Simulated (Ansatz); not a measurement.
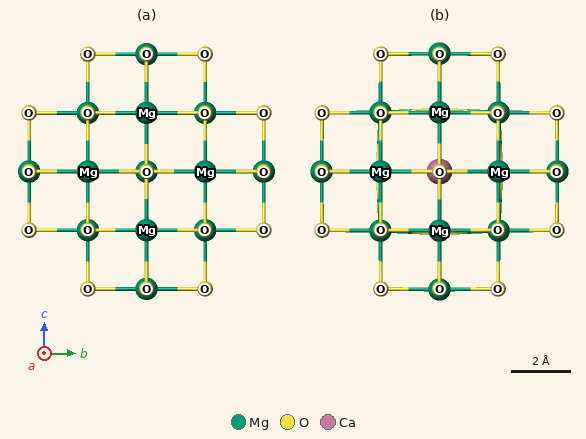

Left: perfect MgO. Right: the same region with one point defect, after relaxing the atoms in a supercell of 54 sites. The picture is a ball-and-stick view of the atoms within 4.6 Å of one point, in a slice 4.2 Å thick across the line of sight, seen along the a axis.

Theory: DFT, PBE, plane-wave PAW, default files, scalar-relativistic, frozen cores (Ansatz 0.2.0). (plane-wave cutoff 420 eV; k-point mesh 3 × 3 × 3; occupations fermi dirac; smearing width 0.01 eV; no spin polarisation) The axes drawn are those of the host's conventional cell.

Question: Which defect is it?

Answer: A magnesium atom is replaced by calcium.

The charge state of the cell is 0.

Question: What does the relaxation do around it?

Answer: In the host the Mg atom has 6 O at 2.02 Å; the Ca atom ends with 6 O at 2.12 Å. Of the host's atoms, an oxygen atom moves furthest from its site, by 0.10 Å. Relaxing the atoms from the host's sites lowers the energy by 0.94 eV.
